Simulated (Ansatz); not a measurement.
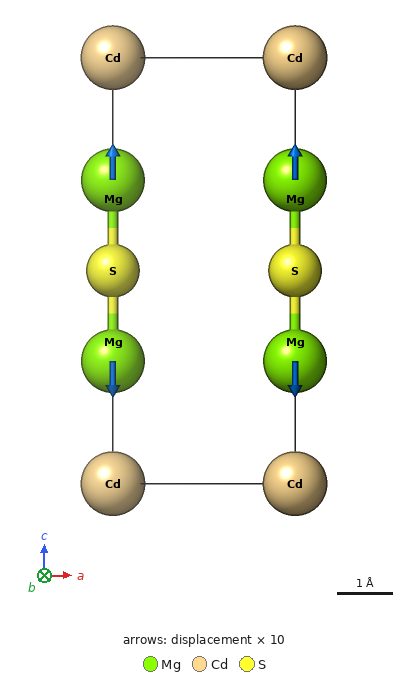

This is a relaxation of a crystal of Mg2CdS (a generated structure, set up in P6/mmm) (coarse preliminary run). The starting structure is drawn; blue arrows show the displacements (the part carried along by the change of the cell is left out), 10 times their true length.

Style: ball-and-stick. Shown: the cell of the calculation, along the b axis.

Level of theory: Ansatz 0.2.0, DFT PBE, scalar-relativistic, plane waves, PAW.

The input:
```yaml
crystal:
  lattice:
    - [3.85651447, 0.0, 0.0]
    - [-1.92825724, 3.33983951, 0.0]
    - [0.0, 0.0, 7.81290145]
  atoms:
    - { symbol: Mg, position: [0.0, 0.0, 0.28771925] }
    - { symbol: Mg, position: [0.0, 0.0, 0.71228075] }
    - { symbol: Cd, position: [0.0, 0.0, 0.0] }
    - { symbol: S, position: [0.0, 0.0, 0.5] }
basis:
  ecutwfc: 420
kpoints:
  mp_grid: { grid: [6, 6, 2] }
hamiltonian:
  xc: pbe
scf:
  occupations: { method: gaussian, width: 0.1 }
  lower_state_search: "off"
output:
  forces: true
  stress: true
  eigenvalues: true
relax:
  adjacent_minimum: "off"
  f_tol: 0.04
  max_steps: 70
  cell: { stress_tol: 0.4 }
```

Launched with:
```bash
ansatz run input.yaml --threads 1 --pin off --max-ram 2560MiB --backend cpu --events-out ev --progress --plain --runs-dir out
```

Atoms of which element are displaced furthest, and by how much?

Magnesium: up to 0.068 Å, against 0.000 Å for sulfur.

What happened in the run?

The largest moves relative to the cell, 0.068 Å, are those of Mg1 and Mg2. Mg2 goes along +c. S and Cd stay in place. The drawn cell changes as follows: a = b 3.857 → 3.138 Å (−18.6 %), c 7.813 → 11.192 Å (+43.3 %); the volume changes by −5.2 %. Among the contacts that change: Mg1–Cd3 2.248 → 3.152 Å, Mg1–S4 1.659 → 2.444 Å. The space group stays P6/mmm (No. 191). Over 16 accepted moves (19 points after the start) the energy falls by 10.964 eV per cell of the calculation. The largest force component goes from 19 to 0.037 eV/Å. The pressure goes from 48.70 to −0.16 GPa. The line search rejected the trial step at point 16 of the run. The SCF was repeated twice at an unchanged geometry on a basis and grid sized afresh for the cell, which shifted the energy by 0.101 eV per cell of the calculation at most. The run took 57 s on 1 thread of Arm Neoverse V1, with other jobs on the host, peak memory 0.36 GiB.

Limits of the set-up: the k-point mesh is coarse for a cell with partly filled bands; layers or molecules are held without a dispersion correction, so their spacing is unreliable.
